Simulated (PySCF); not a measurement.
# C₅H₁₃B₂N (SMILES BN(B)CC1CCC1): what the fields show

```xyz
21

B     2.1808   -0.5848    1.4356
N     1.7940    0.2506    0.3668
B     2.2974    1.5592    0.1932
C     0.8205   -0.2426   -0.6074
C    -0.5722    0.3144   -0.3262
C    -1.7099   -0.2314   -1.2097
C    -2.5218   -0.5597    0.0526
C    -1.2966   -0.2291    0.9192
H     1.7808   -1.6858    1.4929
H     2.9153   -0.1761    2.2462
H     1.9814    2.1810   -0.7500
H     3.0353    2.0003    0.9831
H     1.1239    0.0590   -1.6152
H     0.7863   -1.3343   -0.5694
H    -0.5250    1.4050   -0.3317
H    -2.1632    0.4849   -1.8916
H    -1.4179   -1.1150   -1.7740
H    -2.8878   -1.5818    0.1243
H    -3.3544    0.1217    0.2139
H    -1.4632    0.4897    1.7188
H    -0.8125   -1.1083    1.3383
```

Geometry: GFN2-xTB.

All numbers below come from PBE0/pcSseg-1, SCF density, gas phase, non-relativistic in PySCF.

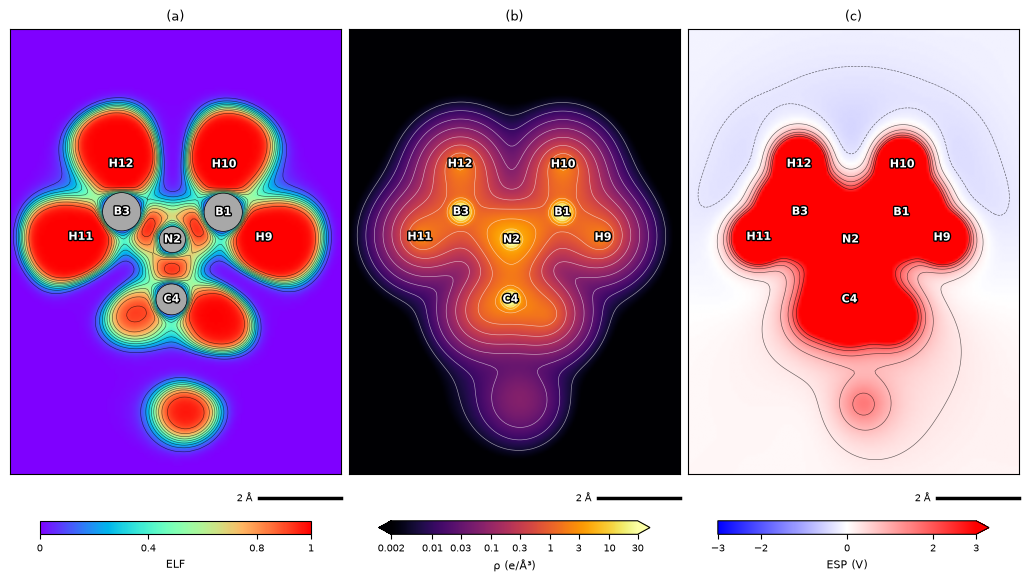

Figure 1. (a) electron localisation function; (b) electron density; (c) molecular electrostatic potential on the plane of atoms N2, B3 and H12. Grey discs cover the atomic cores in the ELF map.

**Read the bonding off the picture.**

The plane passes through B, N, C and H nuclei. B–N (1.41 Å): the density is about 1.9 e/Å³ at the midpoint; the ELF peaks at about 0.95 between the atoms; a short, strongly polar bond. C–N (1.46 Å): the density is about 1.9 e/Å³ at the midpoint; the ELF peaks at about 0.95 between the atoms; localised, covalent bonding. B–H (1.17 Å): the density is about 1.3 e/Å³ at the midpoint; the ELF climbs to about 1 towards the hydrogen, as it does in any bond to H; a covalent bond by its length. Outside the dense part of the molecule the potential is most negative (−0.5 V) near H10.

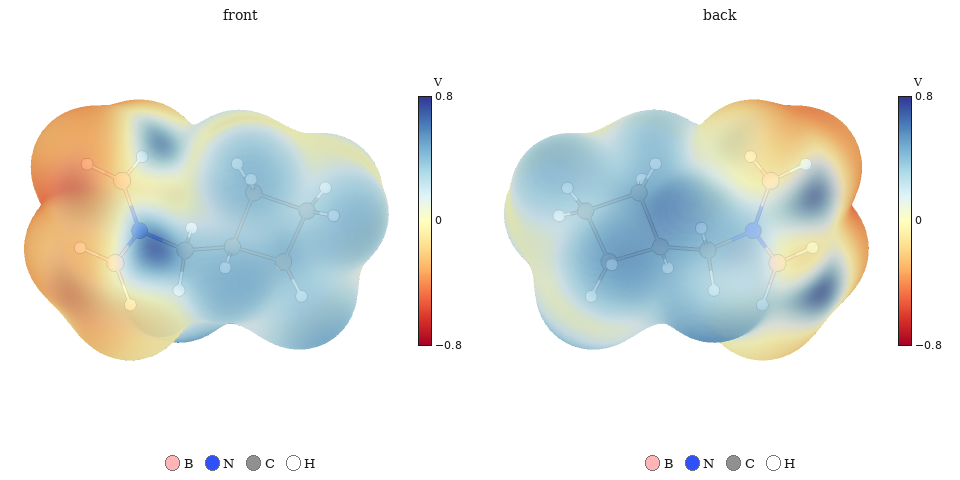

Figure 2. The electrostatic potential painted on the density surface at 0.001 e/bohr³, seen from the front and from behind; the colour scale runs from red (negative) to blue (positive).

**Where is the surface potential most negative and most positive?**

The most negative region (about −0.5 V, or −12 kcal/mol for a unit charge) lies over H10 and H12, the most positive (about +0.6 V, or +14 kcal/mol for a unit charge) over B1, B3 and H14.

**How polar is the molecule by this calculation?**

Its dipole moment is 1.64 D.

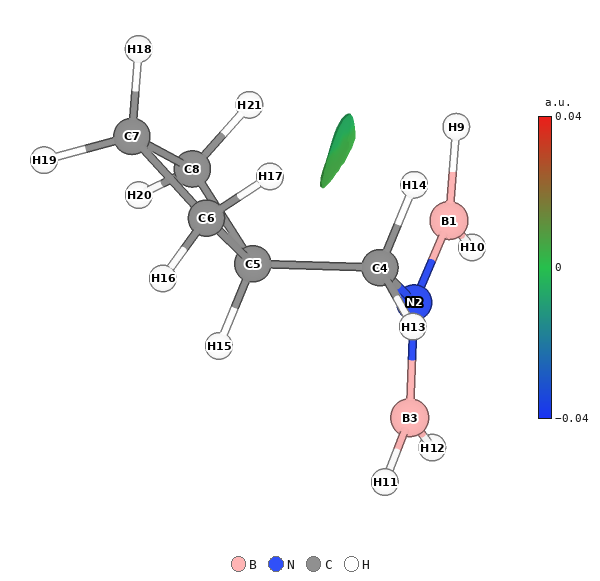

Figure 3. Non-covalent interaction (NCI) plot: the surface where the reduced density gradient is 0.4, for densities under 0.05 a.u., coloured by sign(λ₂)ρ; seen at an oblique angle.

**Identify the weak interactions.**

Between H21 and C8 on one side and B1 and H9 on the other: a weak contact (green).
